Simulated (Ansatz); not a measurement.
# CH4FNOSi: molecular dynamics (part 2 of 2)

Continued. System: CH4FNOSi. Method: UKS PBE-d4/6-31G* (Ansatz 0.2.0). The geometry comes from this level: PBE0-D4/def2-TZVP.

Geometry of the input (Å):
```
F  -0.1207  2.0176  0.4071
C  0.1302  0.9575  -0.4294
N  0.9181  -0.0589  0.2028
Si -0.4660  -1.0795  0.1827
O  -1.0503  0.2418  -0.6758
H  0.5406  1.3903  -1.3470
H  1.6760  0.1860  0.8134
H  -0.3734  -2.3158  -0.6269
H  -1.1660  -1.3852  1.4560
```

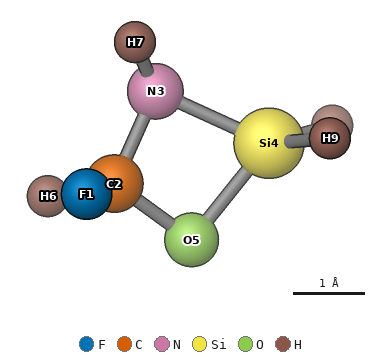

Fig. 1: The geometry at step 30 of the log (ball-and-stick view, seen at a tilt; atoms are numbered from 1 in the order of the input).

Trajectory as extended XYZ, continued:
```
9
Properties=species:S:1:pos:R:3:forces:R:3 step=7 time_fs=7.0 energy=-15221.68749 temperature=367.4
F    -0.1041    2.0615    0.4490   -0.5491  -0.7794  -0.0696
C     0.1011    0.9634   -0.4359    1.2280   0.3304   0.7191
N     0.9304   -0.0676    0.1878    0.3319   0.5949  -0.1884
Si   -0.4786   -1.0808    0.1923    0.4631  -1.2870   1.1499
O    -1.0402    0.1839   -0.7348   -0.8235   1.5598  -0.5357
H     0.5377    1.5008   -1.2864   -0.1156  -0.3626  -0.6227
H     1.7238    0.2008    0.7839   -0.4712  -0.1463  -0.1770
H    -0.4633   -2.3553   -0.6271   -0.0417   0.1937   0.2991
H    -1.0653   -1.2935    1.5938   -0.0219  -0.1035  -0.5747
9
Properties=species:S:1:pos:R:3:forces:R:3 step=9 time_fs=9.0 energy=-15221.63112 temperature=307.8
F    -0.1017    2.0718    0.4612   -0.4905  -1.0438  -0.3271
C     0.1027    0.9698   -0.4364    0.6458  -0.3600   1.2963
N     0.9365   -0.0674    0.1824   -0.6648   0.4120  -0.7857
Si   -0.4813   -1.0833    0.2000    0.6615  -1.5070   0.1040
O    -1.0427    0.1748   -0.7555   -0.4516   1.5229  -0.0853
H     0.5107    1.4831   -1.2845    0.2640   0.1673  -1.1520
H     1.7114    0.1976    0.7682    0.2494   0.0902   0.3847
H    -0.4907   -2.4125   -0.6446   -0.0039   0.8970   0.7560
H    -1.0351   -1.2736    1.5876   -0.2099  -0.1786  -0.1908
9
Properties=species:S:1:pos:R:3:forces:R:3 step=11 time_fs=11.0 energy=-15221.61031 temperature=284.3
F    -0.1002    2.0799    0.4729   -0.3810  -1.2821  -0.6177
C     0.1065    0.9753   -0.4330    0.4896  -0.3175   0.5747
N     0.9409   -0.0660    0.1749   -0.9885   0.3491  -0.8789
Si   -0.4831   -1.0878    0.2078    0.7472  -1.1501  -0.7786
O    -1.0462    0.1693   -0.7763   -0.0638   1.3357   0.4720
H     0.4924    1.4702   -1.3232    0.1376   0.0927  -0.4430
H     1.7071    0.1973    0.7662    0.4022   0.1491   0.5182
H    -0.5181   -2.4366   -0.6340    0.0592   1.0587   0.8437
H    -1.0130   -1.2605    1.5745   -0.4026  -0.2356   0.3094
9
Properties=species:S:1:pos:R:3:forces:R:3 step=14 time_fs=14.0 energy=-15221.60430 temperature=276.7
F    -0.0993    2.0871    0.4878   -0.2125  -1.5210  -0.9611
C     0.1150    0.9820   -0.4258    0.2731   0.0593  -1.0382
N     0.9433   -0.0620    0.1600   -0.0265   0.5084   0.0701
Si   -0.4839   -1.0971    0.2174    0.5091   0.2173  -0.9080
O    -1.0516    0.1668   -0.8050    0.4408   0.9434   1.2601
H     0.4715    1.4537   -1.3978   -0.1262  -0.1669   1.0324
H     1.7176    0.2038    0.7912   -0.5896  -0.1573  -0.2651
H    -0.5542   -2.4026   -0.5617    0.1409   0.3071   0.3208
H    -1.0090   -1.2575    1.5792   -0.4090  -0.1903   0.4891
9
Properties=species:S:1:pos:R:3:forces:R:3 step=16 time_fs=16.0 energy=-15221.56137 temperature=228.9
F    -0.0993    2.0881    0.4954   -0.1304  -1.5781  -1.0809
C     0.1219    0.9865   -0.4244   -0.2157  -0.1041  -1.1075
N     0.9443   -0.0576    0.1498   -0.0071   0.2828   0.2309
Si   -0.4836   -1.1033    0.2223    0.2113   1.6225  -0.0904
O    -1.0540    0.1682   -0.8207    0.6733   0.6817   1.6340
H     0.4530    1.4364   -1.4069    0.0592   0.0856   0.9788
H     1.7035    0.2029    0.8008   -0.5456  -0.1225  -0.2692
H    -0.5720   -2.3611   -0.4952    0.1440  -0.7927  -0.3849
H    -1.0259   -1.2649    1.6049   -0.1889  -0.0753   0.0890
9
Properties=species:S:1:pos:R:3:forces:R:3 step=18 time_fs=18.0 energy=-15221.49181 temperature=154.1
F    -0.0996    2.0860    0.5008   -0.0884  -1.5659  -1.1089
C     0.1281    0.9906   -0.4264   -0.8617  -0.5589  -0.2911
N     0.9452   -0.0525    0.1402   -0.5682  -0.1838  -0.1326
Si   -0.4829   -1.1072    0.2271   -0.0615   2.5674   0.5610
O    -1.0548    0.1712   -0.8323    0.8101   0.4659   1.8470
H     0.4374    1.4230   -1.3808    0.4487   0.6012   0.0460
H     1.6702    0.1978    0.8016    0.1299   0.1230   0.2717
H    -0.5844   -2.3492   -0.4429    0.1376  -1.4992  -0.8355
H    -1.0500   -1.2752    1.6339    0.0536   0.0503  -0.3576
9
Properties=species:S:1:pos:R:3:forces:R:3 step=20 time_fs=20.0 energy=-15221.49690 temperature=159.9
F    -0.1001    2.0806    0.5040   -0.1018  -1.5040  -1.0379
C     0.1315    0.9930   -0.4293   -1.3002  -0.8259   0.3853
N     0.9445   -0.0479    0.1302   -0.6814  -0.5131  -0.1886
Si   -0.4823   -1.1077    0.2326   -0.3155   2.0796   0.3314
O    -1.0537    0.1753   -0.8396    0.8778   0.3439   1.9004
H     0.4386    1.4322   -1.3528    0.6836   0.9037  -0.7519
H     1.6409    0.1971    0.8120    0.4313   0.2436   0.5070
H    -0.5913   -2.3910   -0.4206    0.2063  -0.8752  -0.5590
H    -1.0723   -1.2836    1.6498    0.1998   0.1473  -0.5867
9
Properties=species:S:1:pos:R:3:forces:R:3 step=23 time_fs=23.0 energy=-15221.57192 temperature=240.0
F    -0.1013    2.0669    0.5049   -0.2300  -1.3389  -0.7667
C     0.1293    0.9923   -0.4324   -0.8208   0.0887  -0.8549
N     0.9410   -0.0436    0.1151    0.4406  -0.4874   0.9388
Si   -0.4823   -1.1038    0.2412   -0.4328   0.4420  -0.7541
O    -1.0480    0.1831   -0.8420    0.8428   0.3349   1.7301
H     0.4835    1.5021   -1.3530    0.0716  -0.0171   0.2914
H     1.6186    0.2104    0.8539   -0.3316  -0.0211  -0.3910
H    -0.5857   -2.5001   -0.4198    0.3081   0.7974   0.1859
H    -1.0918   -1.2851    1.6332    0.1522   0.2016  -0.3795
9
Properties=species:S:1:pos:R:3:forces:R:3 step=25 time_fs=25.0 energy=-15221.54309 temperature=211.2
F    -0.1026    2.0543    0.5035   -0.3572  -1.1595  -0.5333
C     0.1241    0.9916   -0.4371   -0.2650   0.5866  -1.3829
N     0.9395   -0.0424    0.1078    0.6418  -0.5035   1.1594
Si   -0.4830   -1.1000    0.2459   -0.2089  -0.0489  -1.3945
O    -1.0417    0.1893   -0.8383    0.6679   0.3697   1.4695
H     0.5214    1.5544   -1.3479   -0.3748  -0.6582   0.7763
H     1.5937    0.2203    0.8698   -0.3506  -0.0577  -0.5243
H    -0.5678   -2.5444   -0.4147    0.2880   1.2936   0.3702
H    -1.0972   -1.2768    1.6027   -0.0412   0.1779   0.0596
9
Properties=species:S:1:pos:R:3:forces:R:3 step=27 time_fs=27.0 energy=-15221.58617 temperature=257.7
F    -0.1047    2.0394    0.5011   -0.4927  -0.9021  -0.2768
C     0.1181    0.9926   -0.4461    0.1039   0.4105  -0.9398
N     0.9398   -0.0427    0.1034    0.2040  -0.6372   0.6197
Si   -0.4840   -1.0963    0.2487    0.1337   0.0259  -1.7254
O    -1.0338    0.1964   -0.8311    0.3481   0.3763   1.1026
H     0.5457    1.5830   -1.3152   -0.4604  -0.7573   0.3870
H     1.5568    0.2286    0.8675    0.2030   0.1195   0.0405
H    -0.5391   -2.5405   -0.3960    0.2158   1.2284   0.3022
H    -1.1042   -1.2617    1.5745   -0.2554   0.1360   0.4900
9
Properties=species:S:1:pos:R:3:forces:R:3 step=30 time_fs=30.0 energy=-15221.66849 temperature=346.5
F    -0.1097    2.0138    0.4964   -0.6468  -0.4229   0.0581
C     0.1097    0.9958   -0.4638    0.1799  -0.7795   0.8928
N     0.9409   -0.0464    0.0997    0.1032  -0.5137   0.2492
Si   -0.4851   -1.0903    0.2487    0.3570   1.1286  -0.9473
O    -1.0207    0.2087   -0.8157   -0.3495   0.2650   0.4225
H     0.5544    1.5790   -1.2533    0.0725   0.0261  -1.1859
H     1.5205    0.2510    0.8723    0.4754   0.1619   0.3410
H    -0.4816   -2.4559   -0.3507    0.0756   0.0284  -0.2526
H    -1.1335   -1.2295    1.5673   -0.2672   0.1061   0.4223
9
Properties=species:S:1:pos:R:3:forces:R:3 step=32 time_fs=32.0 energy=-15221.64664 temperature=324.4
F    -0.1146    1.9955    0.4934   -0.6584  -0.1277   0.1399
C     0.1049    0.9954   -0.4730    0.5723  -0.9554   1.2712
N     0.9421   -0.0506    0.0982    0.7461  -0.0431   0.8303
Si   -0.4852   -1.0846    0.2469    0.1950   2.1500   0.1767
O    -1.0128    0.2177   -0.8039   -0.8905   0.0849  -0.0087
H     0.5593    1.5714   -1.2576    0.1001   0.1314  -1.2863
H     1.5181    0.2735    0.8907   -0.0267  -0.1636  -0.3265
H    -0.4389   -2.3911   -0.3292    0.0204  -1.1568  -0.7471
H    -1.1658   -1.2029    1.5833   -0.0581   0.0803  -0.0495
9
Properties=species:S:1:pos:R:3:forces:R:3 step=34 time_fs=34.0 energy=-15221.65759 temperature=336.7
F    -0.1209    1.9770    0.4906   -0.5780   0.1275   0.1059
C     0.1021    0.9922   -0.4785    1.3975  -0.3649   0.5042
N     0.9452   -0.0550    0.0989    1.0191   0.2918   0.9828
Si   -0.4851   -1.0761    0.2453    0.0038   2.1701   0.7844
O    -1.0071    0.2269   -0.7921   -1.3952  -0.1533  -0.3402
H     0.5667    1.5671   -1.3080   -0.3712  -0.3812  -0.2271
H     1.5156    0.2903    0.8978   -0.1934  -0.3290  -0.5607
H    -0.3954   -2.3681   -0.3353   -0.0344  -1.3804  -0.7829
H    -1.2004   -1.1733    1.5977    0.1517   0.0194  -0.4664
9
Properties=species:S:1:pos:R:3:forces:R:3 step=36 time_fs=36.0 energy=-15221.70379 temperature=385.8
F    -0.1283    1.9587    0.4881   -0.4277   0.3771   0.0364
C     0.1037    0.9877   -0.4822    1.8219  -0.0111  -0.1721
N     0.9510   -0.0587    0.1022    0.6776   0.2749   0.3884
Si   -0.4850   -1.0647    0.2446    0.0034   0.9726   0.5190
O    -1.0046    0.2357   -0.7810   -1.7358  -0.3901  -0.5498
H     0.5605    1.5491   -1.3677   -0.6035  -0.6217   0.6747
H     1.5071    0.2953    0.8853    0.1890  -0.1537  -0.0414
H    -0.3534   -2.3948   -0.3698   -0.1779  -0.3832  -0.2445
H    -1.2294   -1.1430    1.5949    0.2530  -0.0647  -0.6107
9
Properties=species:S:1:pos:R:3:forces:R:3 step=39 time_fs=39.0 energy=-15221.69169 temperature=373.4
F    -0.1410    1.9328    0.4843   -0.1363   0.7456  -0.0446
C     0.1165    0.9807   -0.4888    1.1544  -0.4200   0.1224
N     0.9628   -0.0630    0.1084    0.2521   0.1497  -0.3293
Si   -0.4846   -1.0456    0.2447    0.2480  -0.6179  -0.4349
O    -1.0089    0.2471   -0.7671   -1.7484  -0.6770  -0.6399
H     0.5125    1.4826   -1.4097   -0.0731  -0.0152   0.5454
H     1.5136    0.2952    0.8716    0.5711   0.0818   0.5126
H    -0.3052   -2.4498   -0.4321   -0.3924   0.9492   0.5094
H    -1.2559   -1.1034    1.5499    0.1245  -0.1963  -0.2410
9
Properties=species:S:1:pos:R:3:forces:R:3 step=41 time_fs=41.0 energy=-15221.65224 temperature=330.7
F    -0.1498    1.9174    0.4818    0.0669   0.9434  -0.0906
C     0.1300    0.9745   -0.4928    0.1780  -0.9405   1.0485
N     0.9717   -0.0653    0.1118    0.6855   0.3929   0.1633
Si   -0.4841   -1.0336    0.2442    0.4134  -0.9746  -0.9584
O    -1.0170    0.2527   -0.7597   -1.4242  -0.7926  -0.5964
H     0.4736    1.4338   -1.4104    0.5625   0.6970  -0.3335
H     1.5428    0.2976    0.8836    0.0434  -0.1868  -0.1408
H    -0.2906   -2.4484   -0.4535   -0.4287   1.1240   0.6598
H    -1.2667   -1.0856    1.5061   -0.0969  -0.2628   0.2483
9
Properties=species:S:1:pos:R:3:forces:R:3 step=43 time_fs=43.0 energy=-15221.64789 temperature=326.6
F    -0.1586    1.9039    0.4790    0.2490   1.0665  -0.1113
C     0.1442    0.9654   -0.4936   -0.4871  -0.8710   1.1971
N     0.9824   -0.0665    0.1155    0.8552   0.4300   0.4203
Si   -0.4829   -1.0229    0.2425    0.4257  -0.8363  -1.0613
O    -1.0284    0.2565   -0.7537   -0.8902  -0.8110  -0.5291
H     0.4552    1.4103   -1.4220    0.7771   0.8634  -0.4824
H     1.5742    0.2933    0.8909   -0.3252  -0.3091  -0.5516
H    -0.2922   -2.4051   -0.4502   -0.3651   0.7549   0.5165
H    -1.2811   -1.0777    1.4715   -0.2394  -0.2874   0.6017
9
Properties=species:S:1:pos:R:3:forces:R:3 step=45 time_fs=45.0 energy=-15221.68757 temperature=366.4
F    -0.1668    1.8925    0.4760    0.3935   1.1102  -0.0900
C     0.1569    0.9537   -0.4908   -0.6658  -0.0832   0.2040
N     0.9954   -0.0666    0.1203    0.3077   0.0601  -0.0459
Si   -0.4812   -1.0133    0.2393    0.1354  -0.1933  -0.4545
O    -1.0421    0.2582   -0.7490   -0.2277  -0.7252  -0.4820
H     0.4652    1.4179   -1.4490    0.4772   0.3335   0.4619
H     1.5947    0.2781    0.8791   -0.0955  -0.0665  -0.1991
H    -0.3076   -2.3344   -0.4280   -0.2016  -0.1812   0.0558
H    -1.3040   -1.0807    1.4590   -0.1230  -0.2543   0.5499
9
Properties=species:S:1:pos:R:3:forces:R:3 step=48 time_fs=48.0 energy=-15221.57515 temperature=247.5
F    -0.1776    1.8796    0.4713    0.5197   1.0814   0.0001
C     0.1720    0.9365   -0.4861   -0.7907   0.9736  -0.5439
N     1.0156   -0.0670    0.1264   -0.7712  -0.5782  -0.8717
Si   -0.4786   -0.9990    0.2339   -0.5269   0.7149   1.0156
O    -1.0630    0.2578   -0.7441    0.7266  -0.4878  -0.4974
H     0.5102    1.4471   -1.4495    0.0333  -0.3122   1.1067
H     1.6256    0.2554    0.8561    0.4118   0.3371   0.4897
H    -0.3426   -2.2562   -0.3985    0.0500  -1.6147  -0.6988
H    -1.3428   -1.1023    1.4743    0.3474  -0.1140  -0.0003
9
Properties=species:S:1:pos:R:3:forces:R:3 step=50 time_fs=50.0 energy=-15221.59151 temperature=261.7
F    -0.1835    1.8738    0.4681    0.5278   1.0525   0.1090
C     0.1788    0.9284   -0.4848   -0.9673   1.1110   0.0359
N     1.0269   -0.0689    0.1280   -0.5883  -0.5120  -0.4014
Si   -0.4775   -0.9886    0.2317   -0.6787  -0.1736   1.2009
O    -1.0751    0.2559   -0.7424    1.1999  -0.2944  -0.5676
H     0.5444    1.4553   -1.4004    0.0161  -0.2067   0.4185
H     1.6621    0.2537    0.8594   -0.1141   0.1195  -0.0564
H    -0.3651   -2.2715   -0.4071    0.0506  -1.0951  -0.4751
H    -1.3549   -1.1230    1.4879    0.5540  -0.0012  -0.2637
```

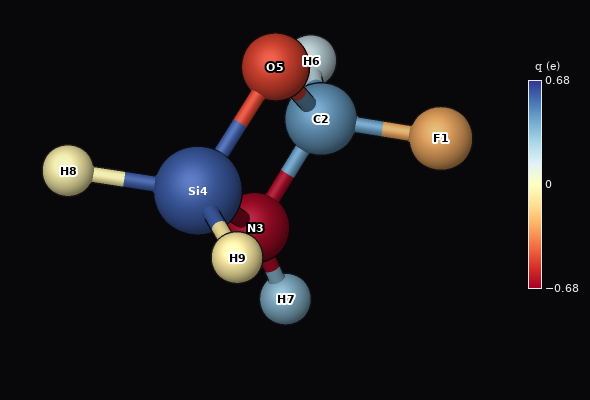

Fig. 2: Mulliken charges, as the colour of each atom (ball-and-stick view, seen at a tilt; atoms are numbered from 1 in the order of the input). By element: F −0.26, C +0.43, N −0.65, Si +0.59, O −0.49 and H −0.08 to +0.34 e.

Key numbers:

- outcome: finished
- mean temperature over the second half: 320 K
- trajectory: 50 steps, 50 fs
- ensemble: nve
- temperature in the input: 500 K
- time step: 1 fs
- potential energy (last step): −15221.5915 eV
- mean-field energy (last step): −15221.4120 eV
- dispersion energy (last step): −0.1795 eV
- SCF solution under orbital rotations (last step): stable
- largest force (length of the vector) (last step): 1.474 eV/Å
- dipole moment (last step): 2.03 D
- hardware: 2 threads of Arm Neoverse N1, 23 GiB of memory available, shared host
- wall time: 3.5 min (CPU time 6.9 min)
- peak memory: 0.41 GiB

Notes:

So short a trajectory is not equilibrated.
